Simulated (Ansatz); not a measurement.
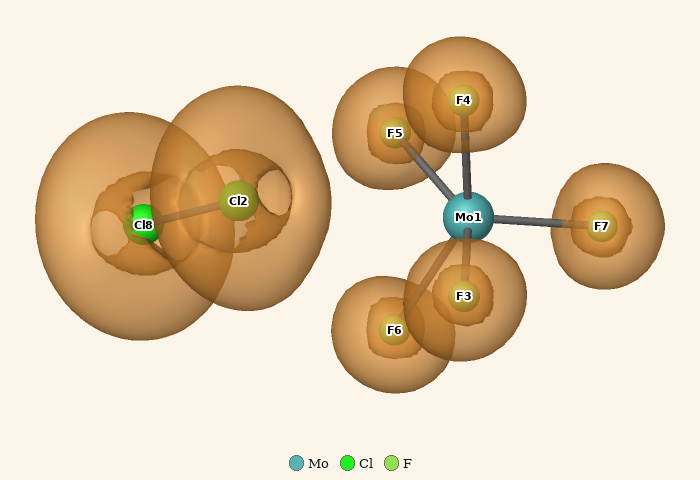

Figure. F$_{5}$Mo···Cl$_{2}$ (doublet). Isosurface of the electron localisation function at 0.75 (orange), seen from one side. Core shells and regions of very low density are left out.

Core potentials replace the inner electrons of Mo.

Computed with UKS PBE/def2-SVP in Ansatz 0.2.0.

The calculation's input:

```
crystal:
  periodic: [false, false, false]
  atoms:
    - { symbol: Mo, position_ang: [0.002469, 0.00209, -0.303808] }
    - { symbol: Cl, position_ang: [0.610116, 0.613251, 3.097131] }
    - { symbol: F, position_ang: [1.844007, 0.085544, -0.037288] }
    - { symbol: F, position_ang: [0.08932, 1.841596, -0.028259] }
    - { symbol: F, position_ang: [-1.646441, 0.123601, 0.552651] }
    - { symbol: F, position_ang: [0.125706, -1.641296, 0.561694] }
    - { symbol: F, position_ang: [-0.308324, -0.306546, -2.053197] }
    - { symbol: Cl, position_ang: [-0.716853, -0.71824, 3.901076] }
magnetization:
  spin_polarized: true
  initial_magnetization: 1
basis:
  gaussian: { orbitals: def2-SVP }
hamiltonian:
  xc: pbe
relax:
  f_tol: 0.03
  max_steps: 50
output:
  orbitals: {}
```

Run with:

```sh
ansatz run input.yaml --threads 4 --pin off --max-ram 5120MiB --backend cpu --events-out ev --progress --plain --runs-dir out
```

The fields are those of the run's last geometry, not of the input's.

### Identify the bonds, lone pairs and shells in this picture.

At this value the surface marks out two regions wrapped around Cl (the valence shell of each) and five regions wrapped around F (the valence shell of each). Along the contacts the grid gives the following. Mo1···Cl2 (3.13 Å): the ELF dips to about 0.05 between them. Mo–F (1.80 Å): the ELF peaks at about 0.85 in the valence shell of F, 0.5 Å from its nucleus, and drops to about 0.25 between the two atoms.
